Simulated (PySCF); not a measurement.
# BH with other numerical set-ups

The method stays; parts of the set-up, such as the basis or the Hamiltonian, are changed.

Computed with PySCF 2.14.0. Level: method and basis as typed in the scripts.

3 further runs of the same task are left out: 3 that didn't finish.

### 1 The system as given

BH: 2 atoms, charge 0, spin multiplicity 1.

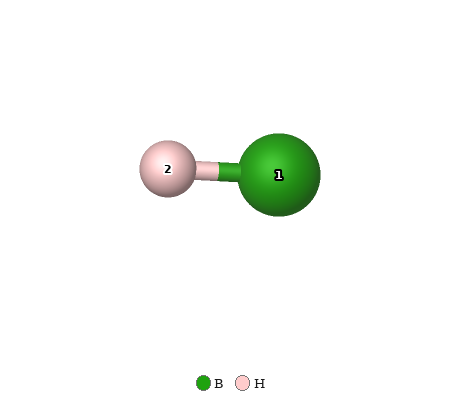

As it starts; boron green, hydrogen pink; atoms are numbered from 1 in the order of the file.

### 2 The run that the others are compared with

Contents of input.py:

```python
from pyscf import gto, scf

mol = gto.M(
    atom='B 0 0 0; H 0 0 1.192',
    basis='3-21g',
    charge=0,
    spin=0,
    verbose=4,
)
mf = scf.RHF(mol)
mf = mf.density_fit(auxbasis='def2-universal-jkfit')
mf.kernel()
mf.nuc_grad_method().kernel()
mf.dip_moment()
print('orbital energies (hartree):', mf.mo_energy[..., max(0, mol.nelec[1]-3):mol.nelec[0]+3].round(4))
```

The run is started by

```bash
$ OMP_NUM_THREADS=1 python input.py
```

The log of this run is left out.

Base result: E(SCF) = -24.976282 Eh, 7 cycles, μ = 1.70 D, gradient on the second atom -0.0162 Eh/bohr.

The bond length is a typed value, not an optimised one.

### 3 Def2-svp

Run 1 changes basis set: 3-21g → def2-svp.

Contents of input.py:

```python
from pyscf import gto, scf

mol = gto.M(
    atom='B 0 0 0; H 0 0 1.192',
    basis='def2-svp',
    charge=0,
    spin=0,
    verbose=4,
)
mf = scf.RHF(mol)
mf = mf.density_fit(auxbasis='def2-universal-jkfit')
mf.kernel()
mf.nuc_grad_method().kernel()
mf.dip_moment()
print('orbital energies (hartree):', mf.mo_energy[..., max(0, mol.nelec[1]-3):mol.nelec[0]+3].round(4))
```

The run is started by

```bash
$ OMP_NUM_THREADS=1 python input.py
```

### 4 Lanl2dz

Run 2 changes basis set: 3-21g → lanl2dz.

input.py: that of step 2 with these lines changed.

```diff
@@ -4,3 +4,3 @@
     atom='B 0 0 0; H 0 0 1.192',
-    basis='3-21g',
+    basis='lanl2dz',
     charge=0,
```

### 5 Spin-free X2C on

Run 3 changes spin-free X2C: off → on.

input.py: that of step 2 with these lines changed.

```diff
@@ -10,2 +10,3 @@
 mf = scf.RHF(mol)
+mf = mf.sfx2c1e()
 mf = mf.density_fit(auxbasis='def2-universal-jkfit')
```

### 6 6-31+g*

Run 4 changes basis set: 3-21g → 6-31+g*.

input.py: that of step 2 with these lines changed.

```diff
@@ -4,3 +4,3 @@
     atom='B 0 0 0; H 0 0 1.192',
-    basis='3-21g',
+    basis='6-31+g*',
     charge=0,
```

What does the calculation give? Wanted: for each run, E(SCF); from base; gap; SCF dipole.

**Answer**, as computed:

| run | E(SCF) (hartree) | from base (eV) | cycles | gap (eV) | SCF dipole (D) | functions |
| --- | --- | --- | --- | --- | --- | --- |
| base | -24.976282 | 0 | 7 | 11.12 | 1.70 | 11 |
| def2-svp | -25.098656 | -3.3300 | 7 | 10.90 | 1.92 | 19 |
| lanl2dz | -25.112703 | -3.7122 | 7 | 10.52 | 2.17 | 11 |
| spin-free X2C on | -24.982083 | -0.1579 | 7 | 11.13 | 1.70 | 11 |
| 6-31+g* | -25.122245 | -3.9719 | 8 | 10.23 | 1.89 | 20 |

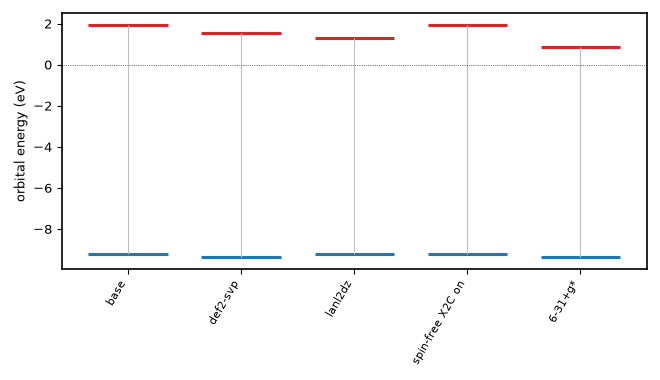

Frontier levels by run: filled blue, empty red.

What this shows: The largest comparable shift of the SCF energy, -3.972 eV, comes with the run “6-31+g*”. def2-svp (19 functions) gives an energy 3.33 eV lower than 3-21g (11). lanl2dz (11 functions) gives an energy 3.71 eV lower than 3-21g (11). Scalar relativity lowers the total energy by 0.16 eV, nearly all of it in the inner shells; a basis contracted without relativity catches only part of it. 6-31+g* (20 functions) gives an energy 3.97 eV lower than 3-21g (11).
